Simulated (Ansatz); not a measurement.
Mg (hcp, Mg type)

Space group P6₃/mmc (No. 194); a = 3.173 Å, b = 3.173 Å, c = 5.182 Å, α = 90.00°, β = 90.00°, γ = 120.00°

```json
[
 {"atom": "Mg", "site": "2d", "symmetry": "-6m2", "x": "0.6667", "y": "0.3333", "z": "0.2500"}
]
```

E(V) scan at fixed shape, V₀ the volume above. Symmetry pins the atoms to their sites.

The numbers are results of r2SCAN (plane waves to 500 eV, PAW, scalar-relativistic; Ansatz, a program for electronic structure), not measurements. k mesh 18×18×10 (Γ-centred), Fermi-Dirac smearing 0.05 eV. The energy includes the smearing's −TS. Compression counts positive. With the shape held, the modulus is that of even scaling; a crystal free to change shape is softer. Mg was relaxed with its symmetry unable to fall. The zero of ΔE is the relaxed starting cell.

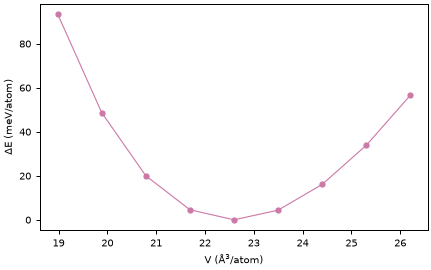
Figure: ΔE (meV/atom) against V (Å³/atom); computed points joined by lines.

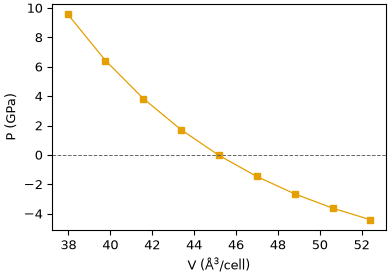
*P (GPa) against V (Å³/cell); markers are the computed points, lines only join them.*

The pressure at the smallest volume comes out as 9.6 GPa and the bulk modulus at fixed cell shape B₀ (third-order Birch-Murnaghan fit) is 39.6 GPa. The pressure for 5 % compression (fit) is 2.2 GPa, the equilibrium volume of the fit is 22.58 Å³/atom and the energy cost of the largest compression comes out as 94 meV/atom.

Check by three points about V = 22.594 Å³/atom, step 1.808: d²E/dV² ≈ (20 − 2·0 + 16) meV / 1.808² = 0.0110 eV/Å⁶, and V·d²E/dV² × 160.2 = 39.9 GPa.

(Under strain, the slope of the energy per volume gives the stress and its curvature an elastic modulus.)
